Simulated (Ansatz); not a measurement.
# C3H7B: one molecule under many settings

How do the results and run time of C3H7B respond when the settings are drawn wide?

The runs use Ansatz 0.2.0, Gaussian basis; the settings change from run to run.

## Step 1: The molecule

An earlier PBE0-D4 in a triple-zeta def2 set relaxation fixed the geometry.

SMILES `CC1BC1`, 11 atoms, charge 0, spin multiplicity 1.

Atoms are counted from 1 here; the program's logs count them from 0.

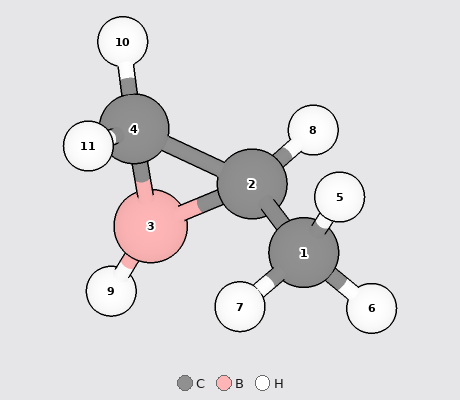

The geometry (carbon grey, boron pink, hydrogen white); atoms are numbered from 1 in the order of the file.

## Step 2: BLYP/aug-pcseg-2

Set apart from the defaults: D3(BJ) dispersion.

File in.yaml:

```yaml
crystal:
  periodic: [false, false, false]
  atoms:
    - {symbol: C, position_ang: [-0.750194, 1.112673, 0.369417]}
    - {symbol: C, position_ang: [-0.382308, -0.183051, -0.314708]}
    - {symbol: B, position_ang: [0.970433, -0.404733, -0.983957]}
    - {symbol: C, position_ang: [0.657591, -1.121508, 0.324348]}
    - {symbol: H, position_ang: [-1.440354, 0.941554, 1.201306]}
    - {symbol: H, position_ang: [-1.223057, 1.808940, -0.327596]}
    - {symbol: H, position_ang: [0.133099, 1.611545, 0.777943]}
    - {symbol: H, position_ang: [-1.231380, -0.704280, -0.756085]}
    - {symbol: H, position_ang: [1.740721, -0.149750, -1.848049]}
    - {symbol: H, position_ang: [0.440972, -2.185973, 0.343297]}
    - {symbol: H, position_ang: [1.149878, -0.782514, 1.234484]}
basis:
  gaussian: {orbitals: aug-pcseg-2}
hamiltonian: {xc: {name: BLYP}, dispersion: d3bj}
output: {forces: true}
```

Started as:

```sh
$ ansatz run in.yaml --threads 2 --pin off --events-out ev --progress --plain --max-ram 4352MiB
```

Log, cut to the lines that bear on the results:

```text
Functional definition: BLYP
  name "BLYP"
  cite "Becke, Phys. Rev. A 38, 3098 (1988) doi:10.1103/PhysRevA.38.3098"
  cite "Lee, Yang & Parr, Phys. Rev. B 37, 785 (1988) doi:10.1103/PhysRevB.37.785"
[...]
1235 factors; their error is unknown
[...]
mean field -3898.98856077 eV, -143.2851867789 hartree, gradient 3.4e-5 eV, S^2 0.000000; 0 other end points of the search recorded, 0 dependent functions left out
[...]
reference -3898.98899256 eV, -143.2852026468 hartree; 15, 15 occupied and 330, 330 virtual orbitals, 1235 factors
Total energy: -3899.37434772 eV, -143.2993641879 hartree
Atom 0 at    -0.750194     1.112673     0.369417 Å, force    -0.088692     0.249462     0.098601 eV/Å
Atom 1 at    -0.382308    -0.183051    -0.314708 Å, force    -0.188919    -0.031924    -0.273714 eV/Å
Atom 2 at     0.970433    -0.404733    -0.983957 Å, force     0.184766     0.041933    -0.244816 eV/Å
Atom 3 at     0.657591    -1.121508     0.324348 Å, force     0.239891    -0.258444     0.178813 eV/Å
Atom 4 at    -1.440354     0.941554     1.201306 Å, force    -0.104507    -0.009529     0.130415 eV/Å
Atom 5 at    -1.223057     1.808940    -0.327596 Å, force    -0.072678     0.115547    -0.084457 eV/Å
Atom 6 at     0.133099     1.611545     0.777943 Å, force     0.108184     0.077536     0.060349 eV/Å
Atom 7 at    -1.231380    -0.704280    -0.756085 Å, force    -0.133997    -0.052168    -0.052508 eV/Å
Atom 8 at     1.740721    -0.149750    -1.848049 Å, force    -0.003940     0.006925     0.013913 eV/Å
Atom 9 at     0.440972    -2.185973     0.343297 Å, force    -0.012352    -0.151479     0.033537 eV/Å
Atom 10 at     1.149878    -0.782514     1.234484 Å, force     0.072243     0.012141     0.139867 eV/Å
Dipole moment:    -0.064122    -0.003596     0.028508 e Å
```

Run time: 13 s. Hardware: 2 threads of Arm Neoverse N1, shared host.

Largest force 0.395 eV/Å, dipole 0.34 D.

## Step 3: wPBEh/def2-SVP

Options: charge +1, multiplicity 2.

in.yaml, as its differences from that of step 2:

```diff
@@ -15,4 +15,5 @@
 basis:
-  gaussian: {orbitals: aug-pcseg-2}
-hamiltonian: {xc: {name: BLYP}, dispersion: d3bj}
-output: {forces: true}
+  gaussian: {orbitals: def2-SVP}
+total_charge: 1
+magnetization: {spin_polarized: true, initial_magnetization: 1}
+hamiltonian: {xc: {name: wPBEh}}
```

The command is unchanged.

Log, cut to the lines that bear on the results:

```text
Functional definition: wPBEh
  name "wPBEh"
  cite "Heyd, Scuseria & Ernzerhof, J. Chem. Phys. 118, 8207 (2003) doi:10.1063/1.1564060"
  cite "Krukau, Vydrov, Izmaylov & Scuseria, J. Chem. Phys. 125, 224106 (2006) doi:10.1063/1.2404663"
  cite "Heyd & Scuseria, J. Chem. Phys. 120, 7274 (2004) doi:10.1063/1.1668634"
  cite "Ernzerhof & Perdew, J. Chem. Phys. 109, 3313 (1998) doi:10.1063/1.476928"
  cite "Perdew, Burke & Ernzerhof, Phys. Rev. Lett. 77, 3865 (1996) doi:10.1103/PhysRevLett.77.3865"
  parent pbe
[...]
1034 factors; their error is unknown
86 factors; integrals over basis functions are off by at most 3.2e-7 eV
[...]
mean field -3882.99875179 eV, -142.6975721370 hartree, gradient 3.0e-5 eV, S^2 0.753375; 2 other end points of the search recorded, 0 dependent functions left out
reference -3882.99878491 eV, -142.6975733545 hartree; 15, 14 occupied and 76, 77 virtual orbitals, 1034 factors
Total energy: -3882.99878491 eV, -142.6975733545 hartree
```

It took 5.5 s on 2 threads of Arm Neoverse N1, shared host.

⟨S²⟩ 0.753.

## Step 4: wB97/cc-pVTZ

This run has the search for lower states set to full.

in.yaml, as its differences from that of step 3:

```diff
@@ -15,5 +15,4 @@
 basis:
-  gaussian: {orbitals: def2-SVP}
-total_charge: 1
-magnetization: {spin_polarized: true, initial_magnetization: 1}
-hamiltonian: {xc: {name: wPBEh}}
+  gaussian: {orbitals: cc-pVTZ}
+hamiltonian: {xc: {name: wB97}}
+scf: {lower_state_search: full}
```

The command is unchanged.

Log, cut to the lines that bear on the results:

```text
Functional definition: wB97
  name "wB97"
  cite "Chai & Head-Gordon, J. Chem. Phys. 128, 084106 (2008) doi:10.1063/1.2834918"
  cite "Becke, J. Chem. Phys. 107, 8554 (1997) doi:10.1063/1.475007"
[...]
  # The coefficients of nought are those of the uniform gas.
[...]
      + integral(e_c_pw_opposite_spin*poly(b97_u_opposite, 1, cos1, cos2, cos3, cos4))
1124 factors; their error is unknown
386 factors; integrals over basis functions are off by at most 2.6e-5 eV
[...]
mean field -3900.42190325 eV, -143.3378611433 hartree, gradient 5.9e-5 eV, S^2 0.000000; 0 other end points of the search recorded, 0 dependent functions left out
reference -3900.42189271 eV, -143.3378607561 hartree; 15, 15 occupied and 203, 203 virtual orbitals, 1124 factors
Total energy: -3900.42189271 eV, -143.3378607561 hartree
```

Wall time 14 s (2 threads of Arm Neoverse N1, shared host).

## Step 5: RPBE/aug-cc-pVDZ

This run has multiplicity 3, a grid of angular degree 11, finite nuclei.

in.yaml, as its differences from that of step 4:

```diff
@@ -15,4 +15,4 @@
 basis:
-  gaussian: {orbitals: cc-pVTZ}
-hamiltonian: {xc: {name: wB97}}
-scf: {lower_state_search: full}
+  gaussian: {orbitals: aug-cc-pVDZ, final_grid: {core_spheres: 5, valence_spheres: 4, degree: 11}, nuclear_model: gaussian}
+magnetization: {spin_polarized: true, initial_magnetization: 2}
+hamiltonian: {xc: {name: RPBE}}
```

The command is unchanged.

Log:

```text
Functional definition: RPBE
  name "RPBE"
  cite "Hammer, Hansen & Nørskov, Phys. Rev. B 59, 7413 (1999) doi:10.1103/PhysRevB.59.7413"
  cite "Perdew, Burke & Ernzerhof, Phys. Rev. Lett. 77, 3865 (1996) doi:10.1103/PhysRevLett.77.3865"
  parameter kappa = 0.804
  parameter beta = 0.06672455060314922
  exchange = rpbe_x(kappa = kappa, mu = beta*pi^2/3)
  correlation = pbe_c(beta = beta)
1345 factors; their error is unknown
mean field evaluation 1: about -3883.4108 eV, gradient 5.1e1 eV
mean field evaluation 2: about -3847.9329 eV, gradient 8.9e1 eV
mean field evaluation 4: about -3897.0931 eV, gradient 9.4e0 eV
mean field evaluation 8: about -3897.5442 eV, gradient 3.0e-1 eV
mean field evaluation 16: about -3897.5711 eV, gradient 1.9e-3 eV
mean field -3897.57106618 eV, -143.2330948135 hartree, gradient 8.3e-5 eV, S^2 2.006953; 1 other end points of the search recorded, 0 dependent functions left out
reference -3897.57118744 eV, -143.2330992697 hartree; 16, 14 occupied and 139, 141 virtual orbitals, 1345 factors
Total energy: -3897.57118744 eV, -143.2330992697 hartree
```

It took 4.4 s on 2 threads of Arm Neoverse N1, shared host.

⟨S²⟩ 2.007.

## Step 6: BHLYP/pcseg-2

Options: coordinates scaled by 0.92, D4 dispersion.

File in.yaml:

```yaml
crystal:
  periodic: [false, false, false]
  atoms:
    - {symbol: C, position_ang: [-0.690178, 1.023659, 0.339863]}
    - {symbol: C, position_ang: [-0.351723, -0.168407, -0.289531]}
    - {symbol: B, position_ang: [0.892798, -0.372354, -0.905240]}
    - {symbol: C, position_ang: [0.604984, -1.031787, 0.298401]}
    - {symbol: H, position_ang: [-1.325126, 0.866229, 1.105202]}
    - {symbol: H, position_ang: [-1.125212, 1.664224, -0.301389]}
    - {symbol: H, position_ang: [0.122451, 1.482621, 0.715708]}
    - {symbol: H, position_ang: [-1.132870, -0.647937, -0.695598]}
    - {symbol: H, position_ang: [1.601463, -0.137770, -1.700205]}
    - {symbol: H, position_ang: [0.405694, -2.011095, 0.315833]}
    - {symbol: H, position_ang: [1.057888, -0.719913, 1.135725]}
basis:
  gaussian: {orbitals: pcseg-2}
hamiltonian: {xc: {name: BHLYP}, dispersion: d4}
```

Same command.

Log:

```text
Functional definition: BHLYP
  name "BHLYP"
  cite "Becke, J. Chem. Phys. 98, 1372 (1993) doi:10.1063/1.464304"
  cite "Becke, Phys. Rev. A 38, 3098 (1988) doi:10.1103/PhysRevA.38.3098"
  cite "Lee, Yang & Parr, Phys. Rev. B 37, 785 (1988) doi:10.1103/PhysRevB.37.785"
  parameter a = 0.5
  exchange = (1 - a)*b88_x + a*exact_x
  correlation = lyp_c
1129 factors; their error is unknown
mean field evaluation 1: about -3886.3210 eV, gradient 6.9e1 eV
mean field evaluation 2: about -3887.1995 eV, gradient 6.4e1 eV
mean field evaluation 4: about -3896.9356 eV, gradient 1.9e0 eV
mean field evaluation 8: about -3896.9449 eV, gradient 8.9e-2 eV
mean field evaluation 16: about -3896.9621 eV, gradient 6.4e-5 eV
mean field -3896.96212555 eV, -143.2107166580 hartree, gradient 6.4e-5 eV, S^2 0.000000; 0 other end points of the search recorded, 0 dependent functions left out
reference -3896.96231241 eV, -143.2107235250 hartree; 15, 15 occupied and 203, 203 virtual orbitals, 1129 factors
Total energy: -3897.15687331 eV, -143.2178735065 hartree
```

Wall time 5.5 s (2 threads of Arm Neoverse N1, shared host).

## Step 7: SPW92/def2-SVPD

Options: the search for lower states set to off.

File in.yaml:

```yaml
crystal:
  periodic: [false, false, false]
  atoms:
    - {symbol: C, position_ang: [-0.750194, 1.112673, 0.369417]}
    - {symbol: C, position_ang: [-0.382308, -0.183051, -0.314708]}
    - {symbol: B, position_ang: [0.970433, -0.404733, -0.983957]}
    - {symbol: C, position_ang: [0.657591, -1.121508, 0.324348]}
    - {symbol: H, position_ang: [-1.440354, 0.941554, 1.201306]}
    - {symbol: H, position_ang: [-1.223057, 1.808940, -0.327596]}
    - {symbol: H, position_ang: [0.133099, 1.611545, 0.777943]}
    - {symbol: H, position_ang: [-1.231380, -0.704280, -0.756085]}
    - {symbol: H, position_ang: [1.740721, -0.149750, -1.848049]}
    - {symbol: H, position_ang: [0.440972, -2.185973, 0.343297]}
    - {symbol: H, position_ang: [1.149878, -0.782514, 1.234484]}
basis:
  gaussian: {orbitals: def2-SVPD}
hamiltonian: {xc: {name: SPW92}}
scf: {lower_state_search: off}
output: {forces: true}
```

Launched as before.

Log, cut to the lines that bear on the results:

```text
Functional definition: SPW92
  name "SPW92"
  cite "Dirac, Proc. Camb. Phil. Soc. 26, 376 (1930) doi:10.1017/S0305004100016108"
  cite "Slater, Phys. Rev. 81, 385 (1951) doi:10.1103/PhysRev.81.385"
  cite "Perdew & Wang, Phys. Rev. B 45, 13244 (1992) doi:10.1103/PhysRevB.45.13244"
[...]
1114 factors; their error is unknown
[...]
mean field -3858.58574041 eV, -141.8004105169 hartree, gradient 2.9e-6 eV, S^2 0.000000; 0 other end points of the search recorded, 0 dependent functions left out
[...]
reference -3858.58578113 eV, -141.8004120130 hartree; 15, 15 occupied and 121, 121 virtual orbitals, 1114 factors
Total energy: -3858.58578113 eV, -141.8004120130 hartree
Atom 0 at    -0.750194     1.112673     0.369417 Å, force     0.169965    -0.576684    -0.343944 eV/Å
Atom 1 at    -0.382308    -0.183051    -0.314708 Å, force     0.528496     0.282182     0.390413 eV/Å
Atom 2 at     0.970433    -0.404733    -0.983957 Å, force    -0.338869    -0.124708     0.382312 eV/Å
Atom 3 at     0.657591    -1.121508     0.324348 Å, force    -0.279146     0.514425    -0.621041 eV/Å
Atom 4 at    -1.440354     0.941554     1.201306 Å, force    -0.348484    -0.103469     0.418805 eV/Å
Atom 5 at    -1.223057     1.808940    -0.327596 Å, force    -0.238373     0.359341    -0.350309 eV/Å
Atom 6 at     0.133099     1.611545     0.777943 Å, force     0.444851     0.238083     0.197012 eV/Å
Atom 7 at    -1.231380    -0.704280    -0.756085 Å, force    -0.467319    -0.276749    -0.259596 eV/Å
Atom 8 at     1.740721    -0.149750    -1.848049 Å, force     0.328135     0.114845    -0.355204 eV/Å
Atom 9 at     0.440972    -2.185973     0.343297 Å, force    -0.098365    -0.604448     0.027674 eV/Å
Atom 10 at     1.149878    -0.782514     1.234484 Å, force     0.299107     0.177182     0.513878 eV/Å
Dipole moment:    -0.075892    -0.004099     0.049384 e Å
Checks for a lower state left out: stability, starts, cluster_reference, orbital_swaps, neighbouring_geometries, increment
```

Wall time 1.6 s (2 threads of Arm Neoverse N1, shared host).

Largest force 0.853 eV/Å, dipole 0.44 D.

## Step 8: B3LYP/ANO-RCC-VTZP

Options: D3(BJ) dispersion.

in.yaml, as its differences from that of step 7:

```diff
@@ -15,5 +15,4 @@
 basis:
-  gaussian: {orbitals: def2-SVPD}
-hamiltonian: {xc: {name: SPW92}}
-scf: {lower_state_search: off}
+  gaussian: {orbitals: ANO-RCC-VTZP}
+hamiltonian: {xc: {name: B3LYP}, dispersion: d3bj}
 output: {forces: true}
```

The command is unchanged.

Log, cut to the lines that bear on the results:

```text
Functional definition: B3LYP
  name "B3LYP"
  cite "Stephens, Devlin, Chabalowski & Frisch, J. Phys. Chem. 98, 11623 (1994) doi:10.1021/j100096a001"
  cite "Becke, Phys. Rev. A 38, 3098 (1988) doi:10.1103/PhysRevA.38.3098"
  cite "Lee, Yang & Parr, Phys. Rev. B 37, 785 (1988) doi:10.1103/PhysRevB.37.785"
  cite "Vosko, Wilk & Nusair, Can. J. Phys. 58, 1200 (1980) doi:10.1139/p80-159"
[...]
1314 factors; their error is unknown
[...]
mean field -3903.16469758 eV, -143.4386569758 hartree, gradient 4.1e-5 eV, S^2 0.000000; 0 other end points of the search recorded, 0 dependent functions left out
[...]
reference -3903.16500171 eV, -143.4386681526 hartree; 15, 15 occupied and 203, 203 virtual orbitals, 1314 factors
Total energy: -3903.47795394 eV, -143.4501689348 hartree
Relativity: scalar
Atom 0 at    -0.750194     1.112673     0.369417 Å, force    -0.065653     0.206234     0.101861 eV/Å
Atom 1 at    -0.382308    -0.183051    -0.314708 Å, force    -0.120010    -0.078343    -0.214829 eV/Å
Atom 2 at     0.970433    -0.404733    -0.983957 Å, force     0.081627     0.027890    -0.112199 eV/Å
Atom 3 at     0.657591    -1.121508     0.324348 Å, force     0.157768    -0.172230     0.137426 eV/Å
Atom 4 at    -1.440354     0.941554     1.201306 Å, force     0.038763     0.017951    -0.044915 eV/Å
Atom 5 at    -1.223057     1.808940    -0.327596 Å, force     0.024242    -0.035761     0.047329 eV/Å
Atom 6 at     0.133099     1.611545     0.777943 Å, force    -0.056725    -0.025777    -0.021017 eV/Å
Atom 7 at    -1.231380    -0.704280    -0.756085 Å, force     0.057031     0.046718     0.041154 eV/Å
Atom 8 at     1.740721    -0.149750    -1.848049 Å, force    -0.097618    -0.028244     0.112247 eV/Å
Atom 9 at     0.440972    -2.185973     0.343297 Å, force     0.018647     0.075095     0.008844 eV/Å
Atom 10 at     1.149878    -0.782514     1.234484 Å, force    -0.038072    -0.033531    -0.055900 eV/Å
Dipole moment:    -0.055601    -0.001879     0.020646 e Å
```

Wall time 20 s (2 threads of Arm Neoverse N1, shared host); peak memory 0.68 GiB.

Largest force 0.271 eV/Å, dipole 0.29 D.

## Step 9: r2SCAN0/def2-mTZVP

Set apart from the defaults: the search for lower states set to full.

in.yaml, as its differences from that of step 8:

```diff
@@ -15,4 +15,5 @@
 basis:
-  gaussian: {orbitals: ANO-RCC-VTZP}
-hamiltonian: {xc: {name: B3LYP}, dispersion: d3bj}
+  gaussian: {orbitals: def2-mTZVP}
+hamiltonian: {xc: {name: r2SCAN0}}
+scf: {lower_state_search: full}
 output: {forces: true}
```

The command is unchanged.

Log, cut to the lines that bear on the results:

```text
Functional definition: r2SCAN0
  name "r2SCAN0"
  cite "Bursch, Neugebauer, Ehlert & Grimme, J. Chem. Phys. 156, 134105 (2022) doi:10.1063/5.0086040"
  cite "Furness, Kaplan, Ning, Perdew & Sun, J. Phys. Chem. Lett. 11, 8208 (2020) doi:10.1021/acs.jpclett.0c02405"
  cite "Furness, Kaplan, Ning, Perdew & Sun, J. Phys. Chem. Lett. 11, 9248 (2020) doi:10.1021/acs.jpclett.0c03077"
  parent r2scan
[...]
955 factors; integrals over basis functions are off by at most 1.0e-3 eV
[...]
mean field -3897.88138037 eV, -143.2444986497 hartree, gradient 3.9e-5 eV, S^2 0.000000; 0 other end points of the search recorded, 0 dependent functions left out
[...]
reference -3897.88139081 eV, -143.2444990333 hartree; 15, 15 occupied and 82, 82 virtual orbitals, 955 factors
Total energy: -3897.88139081 eV, -143.2444990333 hartree
Atom 0 at    -0.750194     1.112673     0.369417 Å, force    -0.019371     0.052599     0.049584 eV/Å
Atom 1 at    -0.382308    -0.183051    -0.314708 Å, force    -0.008001    -0.022920    -0.054151 eV/Å
Atom 2 at     0.970433    -0.404733    -0.983957 Å, force     0.019062     0.005584    -0.016592 eV/Å
Atom 3 at     0.657591    -1.121508     0.324348 Å, force     0.032452    -0.009916     0.006148 eV/Å
Atom 4 at    -1.440354     0.941554     1.201306 Å, force     0.093358     0.023761    -0.109145 eV/Å
Atom 5 at    -1.223057     1.808940    -0.327596 Å, force     0.064460    -0.095450     0.090568 eV/Å
Atom 6 at     0.133099     1.611545     0.777943 Å, force    -0.113073    -0.061162    -0.049051 eV/Å
Atom 7 at    -1.231380    -0.704280    -0.756085 Å, force     0.078729     0.049575     0.065516 eV/Å
Atom 8 at     1.740721    -0.149750    -1.848049 Å, force    -0.086141    -0.026809     0.098323 eV/Å
Atom 9 at     0.440972    -2.185973     0.343297 Å, force     0.014116     0.124790     0.009958 eV/Å
Atom 10 at     1.149878    -0.782514     1.234484 Å, force    -0.075592    -0.040052    -0.091159 eV/Å
Dipole moment:    -0.056644     0.000301     0.022554 e Å
```

Run time: 5.5 s. Hardware: 2 threads of Arm Neoverse N1, shared host.

Largest force 0.147 eV/Å, dipole 0.29 D.

## Step 10: r2SCAN0/def2-TZVPP

Options: D3(BJ) with three-body dispersion, relativity set to scalar.

in.yaml, as its differences from that of step 9:

```diff
@@ -15,5 +15,4 @@
 basis:
-  gaussian: {orbitals: def2-mTZVP}
-hamiltonian: {xc: {name: r2SCAN0}}
-scf: {lower_state_search: full}
+  gaussian: {orbitals: def2-TZVPP}
+hamiltonian: {xc: {name: r2SCAN0}, dispersion: d3bjatm, pseudopotentials: {relativity: scalar}}
 output: {forces: true}
```

The command is unchanged.

Log, cut to the lines that bear on the results:

```text
Functional definition: r2SCAN0
  name "r2SCAN0"
  cite "Bursch, Neugebauer, Ehlert & Grimme, J. Chem. Phys. 156, 134105 (2022) doi:10.1063/5.0086040"
  cite "Furness, Kaplan, Ning, Perdew & Sun, J. Phys. Chem. Lett. 11, 8208 (2020) doi:10.1021/acs.jpclett.0c02405"
  cite "Furness, Kaplan, Ning, Perdew & Sun, J. Phys. Chem. Lett. 11, 9248 (2020) doi:10.1021/acs.jpclett.0c03077"
  parent r2scan
[...]
1122 factors; their error is unknown
[...]
mean field -3899.74330182 eV, -143.3129230010 hartree, gradient 3.1e-5 eV, S^2 0.000000; 0 other end points of the search recorded, 0 dependent functions left out
[...]
reference -3899.74331218 eV, -143.3129233818 hartree; 15, 15 occupied and 207, 207 virtual orbitals, 1122 factors
Total energy: -3899.79946401 eV, -143.3149869235 hartree
Relativity: scalar
Atom 0 at    -0.750194     1.112673     0.369417 Å, force    -0.023325     0.092780     0.062352 eV/Å
Atom 1 at    -0.382308    -0.183051    -0.314708 Å, force    -0.030832    -0.059109    -0.088732 eV/Å
Atom 2 at     0.970433    -0.404733    -0.983957 Å, force    -0.032719     0.001014     0.038695 eV/Å
Atom 3 at     0.657591    -1.121508     0.324348 Å, force     0.039567    -0.048548     0.053530 eV/Å
Atom 4 at    -1.440354     0.941554     1.201306 Å, force     0.115517     0.029014    -0.136621 eV/Å
Atom 5 at    -1.223057     1.808940    -0.327596 Å, force     0.078953    -0.120807     0.115114 eV/Å
Atom 6 at     0.133099     1.611545     0.777943 Å, force    -0.137550    -0.088623    -0.068549 eV/Å
Atom 7 at    -1.231380    -0.704280    -0.756085 Å, force     0.144671     0.080913     0.080968 eV/Å
Atom 8 at     1.740721    -0.149750    -1.848049 Å, force    -0.093091    -0.030618     0.108113 eV/Å
Atom 9 at     0.440972    -2.185973     0.343297 Å, force     0.029740     0.186454    -0.009799 eV/Å
Atom 10 at     1.149878    -0.782514     1.234484 Å, force    -0.090931    -0.042472    -0.155071 eV/Å
Dipole moment:    -0.056314    -0.000908     0.024658 e Å
```

Wall time 13 s (2 threads of Arm Neoverse N1, shared host); peak memory 0.5 GiB.

Largest force 0.189 eV/Å, dipole 0.30 D.

## Step 11: The runs in one table

| level | charge | multiplicity | geometry | functions | energy (eV) | time |
| --- | --- | --- | --- | --- | --- | --- |
| BLYP/aug-pcseg-2 | 0 | 1 | relaxed | 345 | -3899.374 | 13 s |
| wPBEh/def2-SVP | 1 | 2 | relaxed | 91 | -3882.999 | 5.5 s |
| wB97/cc-pVTZ | 0 | 1 | relaxed | 218 | -3900.422 | 14 s |
| RPBE/aug-cc-pVDZ | 0 | 3 | relaxed | 155 | -3897.571 | 4.4 s |
| BHLYP/pcseg-2 | 0 | 1 | scaled | 218 | -3897.157 | 5.5 s |
| SPW92/def2-SVPD | 0 | 1 | relaxed | 136 | -3858.586 | 1.6 s |
| B3LYP/ANO-RCC-VTZP | 0 | 1 | relaxed | 218 | -3903.478 | 20 s |
| r2SCAN0/def2-mTZVP | 0 | 1 | relaxed | 97 | -3897.881 | 5.5 s |
| r2SCAN0/def2-TZVPP | 0 | 1 | relaxed | 222 | -3899.799 | 13 s |

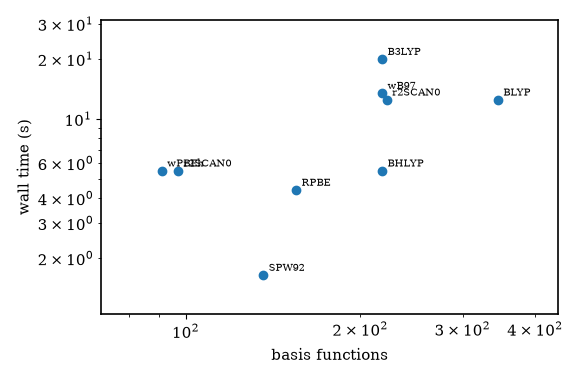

Wall time against the number of basis functions (shared host).

## Step 12: Outcome

| quantity | value |
| --- | --- |
| runs | 9 |
| quickest | SPW92/def2-SVPD, 1.6 s |
| slowest | B3LYP/ANO-RCC-VTZP, 20 s |
| spread of total energies, same state and geometry | 44.9 eV |
| dipole, same state and geometry | 0.29 to 0.44 D |

What this shows: Run time spans a factor of 12, from SPW92/def2-SVPD to B3LYP/ANO-RCC-VTZP. The jobs differ in tasks and options as well as level. The totals spread over 45 eV; they can't be compared across methods or bases. At the PBE0-D4/def2-TZVP geometry and in the same state, runs without warnings or point charges leave forces up to 0.85 eV/Å (SPW92/def2-SVPD).
